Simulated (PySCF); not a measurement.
# C2H2FGe (SMILES C#[C][GeH][F]) at UBHLYP/cc-pVDZ

Aim: the energy change on altering one bond length of C2H2FGe at UBHLYP/cc-pVDZ, from 2 runs. 

Program for the calculation: PySCF 2.14.0.

2 further runs of the same task are left out: 2 set aside as unsound or not needed.

**1. Starting point**

C2H2FGe has 6 atoms, charge 0, and is taken as a doublet. SMILES: `C#[C][GeH][F]`. Geometry: relaxed at PBE0-D4/def2-TZVP.

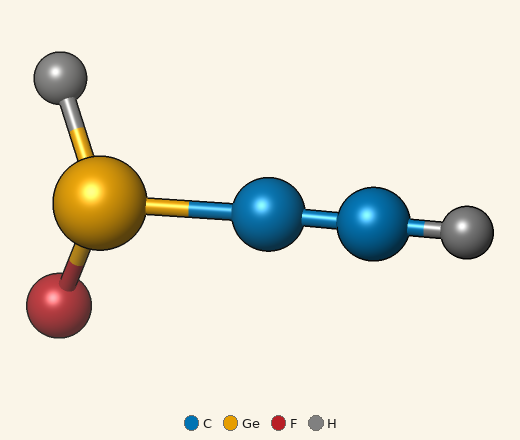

The structure, seen from a chosen angle (carbon blue, germanium amber, fluorine red, hydrogen grey).

**2. A single-point energy at UBHLYP/cc-pVDZ**

job.py reads:

```python
from pyscf import gto, dft

mol = gto.M(
    atom='''
C     -0.489817     0.140785    -3.342926
C      0.011716     0.065385    -1.117584
Ge     1.249298    -0.039873     2.230633
F     -0.041196    -2.725741     3.627518
H     -0.976799     0.202201    -5.297469
H      0.325978     2.236302     3.812711
''',
    unit='bohr',
    verbose=4,
    spin=1,
    basis='cc-pvdz',
    max_memory=1860,
)

mf = dft.UKS(mol)
mf.xc = 'bhandhlyp'
mf.conv_tol = 1e-10
mf.grids.level = 5
mf.kernel()
if not mf.converged:
    mf = mf.newton().run(mf.mo_coeff, mf.mo_occ)

energy = mf.e_tot
print('E = %.10f Eh' % energy)
```

Run with:

```bash
$ OMP_NUM_THREADS=1 python job.py
```

Output:

```text
PySCF version 2.14.0

[INPUT] num. atoms = 6
[INPUT] num. electrons = 55
[INPUT] charge = 0
[INPUT] spin (= nelec alpha-beta = 2S) = 1
[INPUT] symmetry False subgroup None
[INPUT] Mole.unit = bohr
[INPUT] Symbol           X                Y                Z      unit          X                Y                Z       unit  Magmom
[INPUT]  1 C     -0.259199993921   0.074500213639  -1.769000256992 AA   -0.489817000000   0.140785000000  -3.342926000000 Bohr   0.0
[INPUT]  2 C      0.006199840203   0.034600251936  -0.591399984089 AA    0.011716000000   0.065385000000  -1.117584000000 Bohr   0.0
[INPUT]  3 Ge     0.661100031248  -0.021099882931   1.180400149526 AA    1.249298000000  -0.039873000000   2.230633000000 Bohr   0.0
[INPUT]  4 F     -0.021799984381  -1.442400020070   1.919599857802 AA   -0.041196000000  -2.725741000000   3.627518000000 Bohr   0.0
[INPUT]  5 H     -0.516899770449   0.107000161225  -2.803299870355 AA   -0.976799000000   0.202201000000  -5.297469000000 Bohr   0.0
[INPUT]  6 H      0.172500128861   1.183400055135   2.017599773024 AA    0.325978000000   2.236302000000   3.812711000000 Bohr   0.0

nuclear repulsion = 231.057586146129
number of shells = 27
number of NR pGTOs = 169
number of NR cGTOs = 79
basis = cc-pvdz
ecp = {}

[... 34 lines left out ...]
WARN: HOMO -0.178177595742691 >= LUMO -0.17817759574269
[... 66 lines left out ...]
converged SCF energy = -2254.04965734847  <S^2> = 0.75656219  2S+1 = 2.0065515
E = -2254.0496573485 Eh
```

Run time: 38 s. Hardware: 1 thread of Arm Neoverse V2, shared host; peak memory 0.43 GiB.

**3. The distorted shape at the same level**

calc.py reads:

```python
from pyscf import gto, dft

molecule = gto.M(
    atom='''
C     -0.112633    -0.286817    -2.020137
C      0.152767    -0.326717    -0.842537
Ge     0.807667    -0.382417     0.929263
F      0.124767    -1.803717     1.668463
H     -0.370333    -0.254317    -3.054437
H      0.172500     1.183400     2.017600
''',
    spin=1,
    max_memory=1860,
    basis='cc-pvdz',
    charge=0,
    verbose=4,
)

mf = dft.UKS(molecule, xc='bhandhlyp')
mf.grids.level = 5
mf.conv_tol = 1e-10
mf.kernel()
if not mf.converged:
    mf = mf.newton().run(mf.mo_coeff, mf.mo_occ)

e_final = mf.e_tot
print(f'total energy: {e_final:.8f} hartree')
```

Run with:

```bash
$ OMP_NUM_THREADS=1 python calc.py
```

Output:

```text
PySCF version 2.14.0

[INPUT] num. atoms = 6
[INPUT] num. electrons = 55
[INPUT] charge = 0
[INPUT] spin (= nelec alpha-beta = 2S) = 1
[INPUT] symmetry False subgroup None
[INPUT] Mole.unit = angstrom
[INPUT] Symbol           X                Y                Z      unit          X                Y                Z       unit  Magmom
[INPUT]  1 C     -0.112633000000  -0.286817000000  -2.020137000000 AA   -0.212845522588  -0.542005577869  -3.817505664100 Bohr   0.0
[INPUT]  2 C      0.152767000000  -0.326717000000  -0.842537000000 AA    0.288687790871  -0.617405650240  -1.592164179813 Bohr   0.0
[INPUT]  3 Ge     0.807667000000  -0.382417000000   0.929263000000 AA    1.526269429849  -0.722663395378   1.756052567692 Bohr   0.0
[INPUT]  4 F      0.124767000000  -1.803717000000   1.668463000000 AA    0.235775459384  -3.408531136222   3.152938118970 Bohr   0.0
[INPUT]  5 H     -0.370333000000  -0.254317000000  -3.054437000000 AA   -0.699827944889  -0.480589478821  -5.772049394738 Bohr   0.0
[INPUT]  6 H      0.172500000000   1.183400000000   2.017600000000 AA    0.325977756487   2.236301895810   3.812711428922 Bohr   0.0

nuclear repulsion = 228.106975304718
number of shells = 27
number of NR pGTOs = 169
number of NR cGTOs = 79
basis = cc-pvdz
ecp = {}

[... 34 lines left out ...]
WARN: HOMO -0.186282598665428 >= LUMO -0.186282598665421
[... 70 lines left out ...]
converged SCF energy = -2254.01590203084  <S^2> = 0.77799513  2S+1 = 2.0278019
total energy: -2254.01590203 hartree
```

Run time: 40 s. Hardware: 1 thread of Arm Neoverse V2, shared host; peak memory 0.42 GiB.

**4. Results**

Level: UBHLYP/cc-pVDZ.

```
                                                          quantity           value
                                         first shape: total energy  -2254.04966 Eh
                                        first shape: dipole moment          2.44 D
                   first shape: HOMO energy (highest over α and β)        -7.68 eV
                    first shape: LUMO energy (lowest over α and β)        -2.49 eV
                                                 first shape: ⟨S²⟩           0.757
                                     distorted shape: total energy  -2254.01590 Eh
                                    distorted shape: dipole moment          2.53 D
               distorted shape: HOMO energy (highest over α and β)        -7.91 eV
                distorted shape: LUMO energy (lowest over α and β)        -2.82 eV
                                             distorted shape: ⟨S²⟩           0.778
energy change with the Ge3–H6 bond stretched from 1.546 to 2.010 Å        0.919 eV
```

With the Ge3–H6 bond stretched from 1.546 to 2.010 Å the energy rises by 0.92 eV (88.6 kJ/mol). The first shape isn't relaxed at this level, so the change isn't measured from a minimum.
